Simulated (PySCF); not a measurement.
# SiHF: singlet, from a bent start

The task is one start of a wider search on SiHF: the singlet, from a bent start. It is relaxed, tested by its Hessian and followed downhill if it is a saddle.

Method: PBE0, basis Si def2-TZVP, H def2-TZVP, F def2-TZVP, no relativity, density fitting; program: PySCF 2.14.0.

## Step 1: Starting geometry

3 atoms, charge 0, spin multiplicity 1.

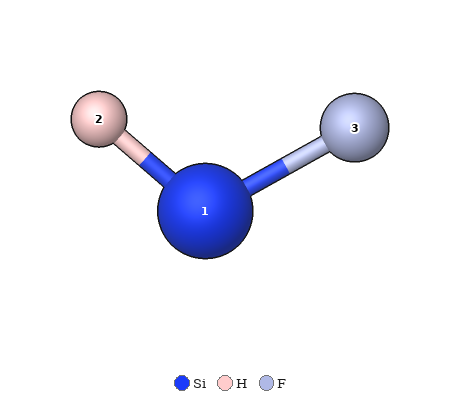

Start geometry, drawn with silicon blue, hydrogen pink, fluorine light blue; atoms are numbered from 1 in the order of the file.

```xyz
3
charge 0 multiplicity 1
Si    0.0000    0.0000    0.0000
H    -1.2123    0.0000    0.8489
F     1.4745    0.0000    1.0324
```

## Step 2: Finding the electronic state

One driver script runs all steps and calls PySCF; scf.py shows how it sets up the SCF of each step. The optimiser is the driver's own. After this first run the driver tries any further starts and a stability analysis.

The input, scf.py:

```python
from pyscf import gto, scf, dft
mol = gto.M(atom='''
Si     0.000000     0.000000     0.000000
H     -1.212300     0.000000     0.848900
F      1.474500     0.000000     1.032400''',
    basis={'Si': 'def2-TZVP', 'H': 'def2-TZVP', 'F': 'def2-TZVP'},
    charge=0, spin=0)
mf = dft.RKS(mol, xc='PBE0')
mf.grids.atom_grid = (50, 194)
aux = {'Si': 'def2-universal-JKFIT', 'H': 'def2-universal-JKFIT', 'F': 'def2-universal-JKFIT'}
mf = mf.density_fit(auxbasis=aux)
mf.conv_tol = 1e-08
mf.diis_space = 10
mf.max_cycle = 60
mf.init_guess = 'minao'
mf.verbose = 4
mf.kernel()
```

Run with:

```sh
> OMP_NUM_THREADS=2 python axn.py task.json out
```

Log:

```text
init E= -389.569799859423
  HOMO = -0.232735125014194  LUMO = -0.12014962315471  gap/eV = 3.06361
cycle= 1 E= -389.670812610089  delta_E= -0.101  |g|= 0.613  |ddm|= 1.29
  HOMO = -0.219567988179736  LUMO = -0.121536685409154  gap/eV = 2.66757
cycle= 2 E= -389.289687146837  delta_E= 0.381  |g|= 1.61  |ddm|= 1.04
  HOMO = -0.261460557631601  LUMO = -0.118319213719076  gap/eV = 3.89507
cycle= 3 E= -389.74107532442  delta_E= -0.451  |g|= 0.0375  |ddm|= 0.728
  HOMO = -0.260347416017837  LUMO = -0.112344656508192  gap/eV = 4.02736
cycle= 4 E= -389.741318294314  delta_E= -0.000243  |g|= 0.0224  |ddm|= 0.0605
  HOMO = -0.261289073414069  LUMO = -0.113317154378343  gap/eV = 4.02652
cycle= 5 E= -389.741401254179  delta_E= -8.3e-05  |g|= 0.00396  |ddm|= 0.0179
  HOMO = -0.260822876827078  LUMO = -0.112932251045372  gap/eV = 4.02431
cycle= 6 E= -389.741405017964  delta_E= -3.76e-06  |g|= 0.000453  |ddm|= 0.00359
  HOMO = -0.260894349244694  LUMO = -0.112978584611461  gap/eV = 4.02499
cycle= 7 E= -389.741405069045  delta_E= -5.11e-08  |g|= 0.000165  |ddm|= 0.000611
  HOMO = -0.260901091975846  LUMO = -0.112987700883309  gap/eV = 4.02493
cycle= 8 E= -389.741405075699  delta_E= -6.65e-09  |g|= 2.35e-05  |ddm|= 0.000158
  HOMO = -0.260899155092233  LUMO = -0.112986933029781  gap/eV = 4.02490
Extra cycle  E= -389.741405075703  delta_E= -3.87e-12  |g|= 3.22e-05  |ddm|= 3.55e-05
converged SCF energy = -389.741405075703
```

This step, with its further starts and checks, ran for 2.7 s (2 threads of Arm Neoverse V2, shared host).

The starts that the driver tried:

```csv
start,energy (Eh)
the minimal-basis guess,-389.741405
a thermally smeared density,-389.741405
a smeared PBE density,-389.741405
```

No lower closed-shell solution turned up from the other starts or in the test of internal stability.

## Step 3: Relaxing the singlet from the bent start

The program finds Cs symmetry in the start, which this walk keeps. Threshold on the gradient: 0.0003 Eh/bohr, with a further test on the energy change.

Edit scf.py of step 2 so:

```diff
@@ -3,3 +3,3 @@
-Si     0.000000     0.000000     0.000000
-H     -1.212300     0.000000     0.848900
-F      1.474500     0.000000     1.032400''',
+Si    -0.558349     0.000000    -0.426597
+H     -1.770649     0.000000     0.422303
+F      0.916151     0.000000     0.605803''',
@@ -15 +14,0 @@
-mf.init_guess = 'minao'
```

Steps of the walk:

```csv
step,energy (Eh),change (kJ/mol),largest symmetric gradient (Eh/bohr)
0,-389.741405,0.00,0.06981
1,-389.762840,-56.28,0.01326
2,-389.763295,-57.47,0.00457
3,-389.763360,-57.64,0.00078
4,-389.763362,-57.65,0.00016
```

The walk took 2.4 s.

Positions (Å) and forces (eV/Å) along the way:

```
step 0
Si  -0.558   0.000  -0.427   3.593   0.000   0.093
H   -1.771   0.000   0.422  -0.317   0.000   1.300
F    0.916   0.000   0.606  -3.276   0.000  -1.393
step 1
Si  -0.486   0.000  -0.506   0.631   0.000   0.529
H   -1.652   0.000   0.502   0.053   0.000   0.017
F    0.725   0.000   0.605  -0.685   0.000  -0.546
step 2
Si  -0.478   0.000  -0.497   0.193   0.000   0.085
H   -1.652   0.000   0.501   0.045   0.000   0.038
F    0.717   0.000   0.598  -0.238   0.000  -0.122
step 3
Si  -0.475   0.000  -0.502   0.024   0.000   0.040
H   -1.643   0.000   0.505   0.011   0.000  -0.017
F    0.705   0.000   0.599  -0.034   0.000  -0.023
step 4
Si  -0.475   0.000  -0.501  -0.004   0.000  -0.003
H   -1.642   0.000   0.505   0.003   0.000  -0.009
F    0.705   0.000   0.598   0.001   0.000   0.012
```

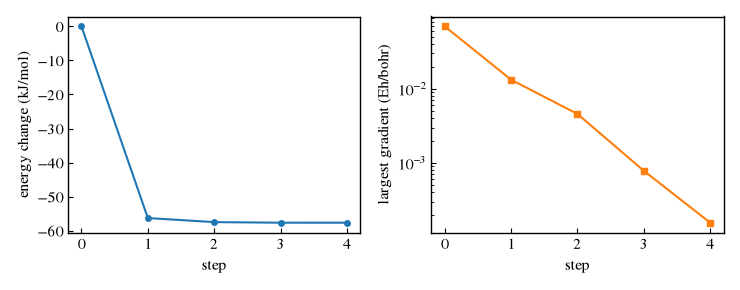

Energy and largest gradient along the walk.

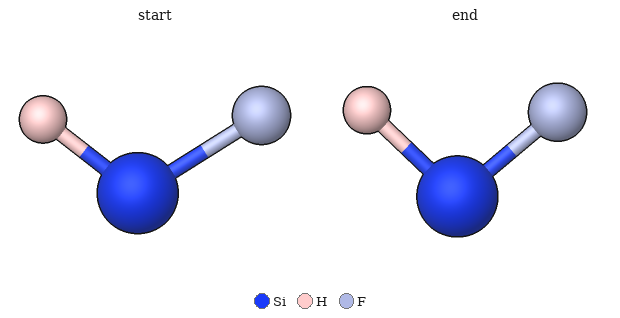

Start and end of the relaxation.

It settles in Cs symmetry, 57.6 kJ/mol below the start, after 4 steps: Si–F 1.613 Å, Si–H 1.541 Å; F–Si–H 96.3°.

## Step 4: Vibrations and properties at this point

On the finer grid the gradient is checked again; gradients at displacements of ±0.02 bohr then give force constants and infrared intensities.

Edit scf.py of step 3 so:

```diff
@@ -3,3 +3,3 @@
-Si    -0.558349     0.000000    -0.426597
-H     -1.770649     0.000000     0.422303
-F      0.916151     0.000000     0.605803''',
+Si    -0.442647     0.000000    -0.455921
+H     -1.610198     0.000000     0.549502
+F      0.737444     0.000000     0.642746''',
@@ -9 +9 @@
-mf.grids.atom_grid = (50, 194)
+mf.grids.atom_grid = (75, 302)
@@ -12 +12 @@
-mf.conv_tol = 1e-08
+mf.conv_tol = 1e-10
```

The driver hands on the density of the step before, so the log starts near convergence.

Log of the central SCF (cycles and frontier levels):

```text
init E= -389.763287952157
  HOMO = -0.255911570536576  LUMO = -0.0973542226954294  gap/eV = 4.31457
cycle= 1 E= -389.763287952153  delta_E= 3.75e-12  |g|= 7.79e-06  |ddm|= 6.5e-06
  HOMO = -0.255911521173047  LUMO = -0.0973542099123819  gap/eV = 4.31456
Extra cycle  E= -389.763287952137  delta_E= 1.64e-11  |g|= 1.31e-05  |ddm|= 8.77e-06
converged SCF energy = -389.763287952137
```

The whole step took 9.8 s.

Geometry: Cs; Si–F 1.612 Å, Si–H 1.541 Å; F–Si–H 96.3°.

Modes, for the most abundant isotopes:

| symmetry | ω (cm⁻¹) | IR (km/mol) | type |
| --- | --- | --- | --- |
| a' | 850 | 110 | stretch |
| a' | 868 | 82.7 | bend |
| a' | 1969 | 371 | stretch |

Every mode is real; the point is a minimum.

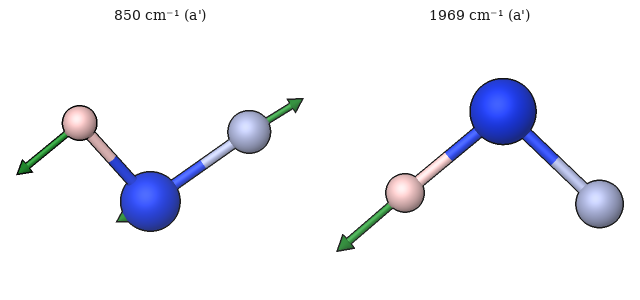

How the atoms move in 2 of the modes.

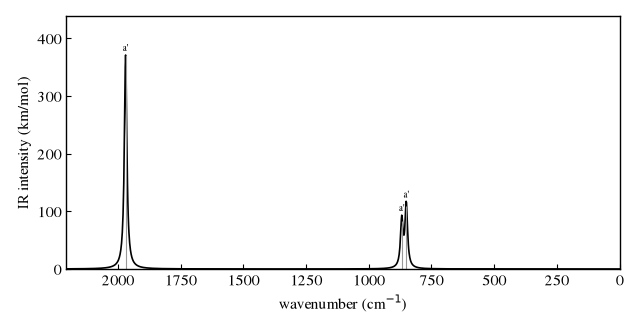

The harmonic infrared spectrum (widths in cm⁻¹). Lines are broadened to a width of 12 cm⁻¹ (Lorentzian).

Constants and moments:

* Dipole moment: 0.96 D
* Highest occupied level: -6.96 eV
* Lowest empty level: -2.65 eV
* Rotational constants: 7.464, 0.5594, 0.5204 cm⁻¹
* Zero-point energy: 22.1 kJ/mol
* Principal polarisabilities: 26.0, 26.3, 34.3 bohr³
* Atomisation energy without zero-point energy: 884 kJ/mol
* Principal traceless quadrupole moments about the centre of mass: -3.44, -0.88, 4.32 D Å
* Entropy at 298.15 K and 1 bar: 239.0 J/(mol K)
* Heat capacity Cp at 298.15 K: 38.0 J/(mol K)
* Enthalpy at 298.15 K above 0 K: 10.25 kJ/mol
* Rotational symmetry number: 1

Charges (e) and bond orders:

```
atom  Mulliken  Löwdin  polar tensor  Mayer order to Si1
 Si1      0.34    0.12          0.78                   –
  H2     -0.06   -0.08         -0.24                0.93
  F3     -0.28   -0.04         -0.54                1.10
```

Outer orbital energies (eV). occupied: -100.91, -100.77, -33.33, -15.36, -12.84, -12.68, -11.42, -6.96; empty: -2.65, -0.03, 1.88, 4.32.

Mulliken populations on Si1: s 5.82, p 7.52, d 0.26, f 0.05.

## Step 5: Stability of the closed shell

At the lowest minimum the closed shell is tested against spin polarisation, on the (50, 194) grid. It is stable.

## Step 6: What came out

| quantity | value |
| --- | --- |
| minimum | singlet, Cs |
| geometry | Si–F 1.612 Å, Si–H 1.541 Å; F–Si–H 96.3° |
| wavenumbers (cm⁻¹) | 850 (a'), 868 (a'), 1969 (a') |
| dipole moment | 0.96 D |
| highest occupied, lowest empty level | -6.96, -2.65 eV |
| polar-tensor charge of Si1 | +0.78 e |
| zero-point energy | 22.1 kJ/mol |
| entropy at 298.15 K | 239.0 J/(mol K) |
| atomisation energy (no zero-point energy) | 884 kJ/mol |

The bent start keeps its Cs symmetry and ends in a minimum. In the infrared the band at 1969 cm⁻¹ (a', stretch) leads. Other starts or spin states, not run here, may lie lower.

The search up to here ran for 16 s (2 threads of Arm Neoverse V2, shared host).
